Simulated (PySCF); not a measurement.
# MoO2F2 (SMILES [O]=[Mo](=[O])([F])[F]): PBE/def2-SVP (core potential)

What is the vertical singlet–triplet gap of MoO2F2 at PBE/def2-SVP (core potential)? Input form: a Python script.

The results are computed with PySCF 2.14.0.

**1. The structure to begin with**

The species is MoO2F2 (5 atoms), meant as a singlet with charge 0. As SMILES, `[O]=[Mo](=[O])([F])[F]`. The shape is that of a PBE0-D4/def2-TZVP optimisation.

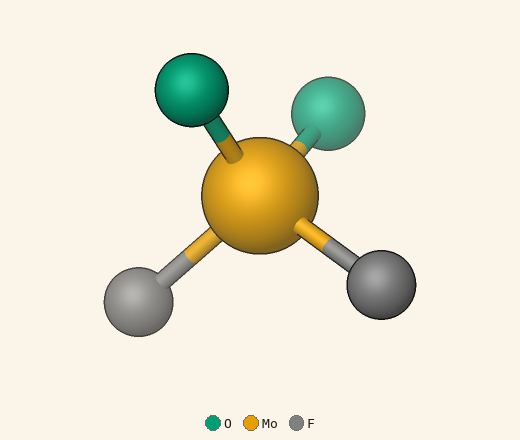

The structure, seen from a chosen angle (oxygen teal, molybdenum amber, fluorine grey).

**2. The energy at PBE/def2-SVP (core potential)**

Input file calc.py:

```python
from pyscf import gto, dft

mol = gto.Mole()
mol.atom = '''
O        0.625000      -1.039600       1.161700
Mo       0.005300      -0.015800       0.007500
O       -1.179200       0.880400       0.754700
F       -0.730300      -0.996600      -1.358700
F        1.328900       1.097900      -0.606700
'''
mol.ecp = {'Mo': 'def2-svp'}
mol.basis = 'def2-svp'
mol.charge = 0
mol.verbose = 3
mol.max_memory = 1860
mol.build()

myscf = dft.RKS(mol)
myscf.xc = 'pbe'
myscf.grids.level = 3
myscf.conv_tol = 1e-10
myscf.kernel()
if not myscf.converged:
    myscf = myscf.newton().run(myscf.mo_coeff, myscf.mo_occ)

energy = myscf.e_tot
print('E(%s) = %.9f' % ('PBE', energy))
```

On the command line:

```sh
$ OMP_NUM_THREADS=1 python calc.py
```

Standard output:

```text
converged SCF energy = -417.972207825666
E(PBE) = -417.972207826
```

It took 8.4 s on 1 thread of Arm Neoverse V1, shared host; peak memory 0.4 GiB.

**3. The triplet, same level**

Input file input.py:

```python
from pyscf import gto, dft

mol = gto.M(
    atom='''
O      0.625000    -1.039600     1.161700
Mo     0.005300    -0.015800     0.007500
O     -1.179200     0.880400     0.754700
F     -0.730300    -0.996600    -1.358700
F      1.328900     1.097900    -0.606700
''',
    max_memory=1860,
    ecp={'Mo': 'def2-svp'},
    spin=2,
    verbose=4,
    basis='def2-svp',
)

mf = dft.UKS(mol)
mf.xc = 'pbe'
mf.conv_tol = 1e-10
mf.grids.level = 3
mf.kernel()
if not mf.converged:
    mf = mf.newton().run(mf.mo_coeff, mf.mo_occ)

energy = mf.e_tot
print('Final energy', energy)
```

On the command line:

```sh
$ OMP_NUM_THREADS=1 python input.py
```

Standard output:

```text
PySCF version 2.14.0

[INPUT] num. atoms = 5
[INPUT] num. electrons = 48
[INPUT] charge = 0
[INPUT] spin (= nelec alpha-beta = 2S) = 2
[INPUT] symmetry False subgroup None
[INPUT] Mole.unit = angstrom
[INPUT] Symbol           X                Y                Z      unit          X                Y                Z       unit  Magmom
[INPUT]  1 O      0.625000000000  -1.039600000000   1.161700000000 AA    1.181078827853  -1.964559279098   2.195294838907 Bohr   0.0
[INPUT]  2 Mo     0.005300000000  -0.015800000000   0.007500000000 AA    0.010015548460  -0.029857672768   0.014172945934 Bohr   0.0
[INPUT]  3 O     -1.179200000000   0.880400000000   0.754700000000 AA   -2.228365046087   1.663714880067   1.426176306209 Bohr   0.0
[INPUT]  4 F     -0.730300000000  -0.996600000000  -1.358700000000 AA   -1.380066988770  -1.883301055742  -2.567570885447 Bohr   0.0
[INPUT]  5 F      1.328900000000   1.097900000000  -0.606700000000 AA    2.511257046935   2.074730312160  -1.146496839774 Bohr   0.0

nuclear repulsion = 224.030300269716
number of shells = 35
number of NR pGTOs = 153
number of NR cGTOs = 87
basis = def2-svp
ecp = {'Mo': 'def2-svp'}

******** <class 'pyscf.dft.uks.UKS'> ********
method = UKS
initial guess = minao
damping factor = 0
level_shift factor = 0
DIIS = <class 'pyscf.scf.diis.CDIIS'>
diis_start_cycle = 1
diis_space = 8
diis_damp = 0
SCF conv_tol = 1e-10
SCF conv_tol_grad = None
SCF max_cycles = 50
direct_scf = True
direct_scf_tol = 1e-13
number electrons alpha = 25  beta = 23
XC library pyscf.dft.libxc version 7.0.0
    S. Lehtola, C. Steigemann, M. J.T. Oliveira, and M. A.L. Marques.,  SoftwareX 7, 1–5 (2018)
XC functionals = pbe
    J. P. Perdew, K. Burke, and M. Ernzerhof.,  Phys. Rev. Lett. 77, 3865 (1996)
    J. P. Perdew, K. Burke, and M. Ernzerhof.,  Phys. Rev. Lett. 78, 1396 (1997)
    J. P. Perdew, K. Burke, and M. Ernzerhof.,  Phys. Rev. Lett. 77, 3865 (1996)
    J. P. Perdew, K. Burke, and M. Ernzerhof.,  Phys. Rev. Lett. 78, 1396 (1997)
radial grids:
    Treutler-Ahlrichs [JCP 102, 346 (1995); DOI:10.1063/1.469408] (M4) radial grids

becke partition: Becke, JCP 88, 2547 (1988); DOI:10.1063/1.454033
pruning grids: <function nwchem_prune>
grids dens level: 3
symmetrized grids: False
atomic radii adjust function: <function treutler_atomic_radii_adjust>
small_rho_cutoff = 0
Set gradient conv threshold to 1e-05
tot grids = 79128
init E= -410.566305319888
[... the frontier-level lines of each cycle are left out ...]


cycle= 1 E= -417.503649720579  delta_E= -6.94  |g|= 0.908  |ddm|= 2.39


cycle= 2 E= -414.309544548495  delta_E= 3.19  |g|= 2.99  |ddm|= 2.39


cycle= 3 E= -417.753637746863  delta_E= -3.44  |g|= 0.336  |ddm|= 2.09


cycle= 4 E= -417.777598793957  delta_E= -0.024  |g|= 0.267  |ddm|= 0.471


cycle= 5 E= -417.800392687396  delta_E= -0.0228  |g|= 0.116  |ddm|= 0.261


cycle= 6 E= -417.806107876992  delta_E= -0.00572  |g|= 0.0159  |ddm|= 0.106


cycle= 7 E= -417.805843443003  delta_E= 0.000264  |g|= 0.0293  |ddm|= 0.0283


cycle= 8 E= -417.806216321554  delta_E= -0.000373  |g|= 0.00187  |ddm|= 0.0223


cycle= 9 E= -417.806217736047  delta_E= -1.41e-06  |g|= 0.000449  |ddm|= 0.00193


cycle= 10 E= -417.806217825708  delta_E= -8.97e-08  |g|= 0.000172  |ddm|= 0.000576


cycle= 11 E= -417.806217823548  delta_E= 2.16e-09  |g|= 0.000204  |ddm|= 0.000261


cycle= 12 E= -417.806217839663  delta_E= -1.61e-08  |g|= 2.66e-05  |ddm|= 0.000168


cycle= 13 E= -417.806217840073  delta_E= -4.11e-10  |g|= 6.56e-06  |ddm|= 4.04e-05


cycle= 14 E= -417.806217840094  delta_E= -2.05e-11  |g|= 2.06e-06  |ddm|= 9.94e-06


Extra cycle  E= -417.806217840088  delta_E= 5.91e-12  |g|= 5.39e-06  |ddm|= 8.01e-06
converged SCF energy = -417.806217840088  <S^2> = 2.0061647  2S+1 = 3.004107
Final energy -417.8062178400878
```

It took 14 s on 1 thread of Arm Neoverse V1, shared host; peak memory 0.41 GiB.

**4. Outcome**

Level: PBE/def2-SVP (core potential).

| quantity | value |
| --- | --- |
| singlet: total energy | -417.97221 Eh |
| singlet: dipole moment | 1.02 D |
| singlet: HOMO energy | -8.30 eV |
| singlet: LUMO energy | -3.89 eV |
| singlet: HOMO–LUMO gap | 4.41 eV |
| triplet: total energy | -417.80622 Eh |
| triplet: dipole moment | 0.44 D |
| triplet: HOMO energy (highest over α and β) | -3.64 eV |
| triplet: ⟨S²⟩ | 2.006 |
| vertical energy of the triplet above the singlet | 4.517 eV |

At this shape the triplet lies 4.52 eV (104 kcal/mol) above the singlet. Mulliken charges (singlet) run from -0.29 on F4 to +1.14 on Mo2; they depend strongly on the basis. Mulliken charges (triplet) run from -0.30 on F4 to +1.03 on Mo2.
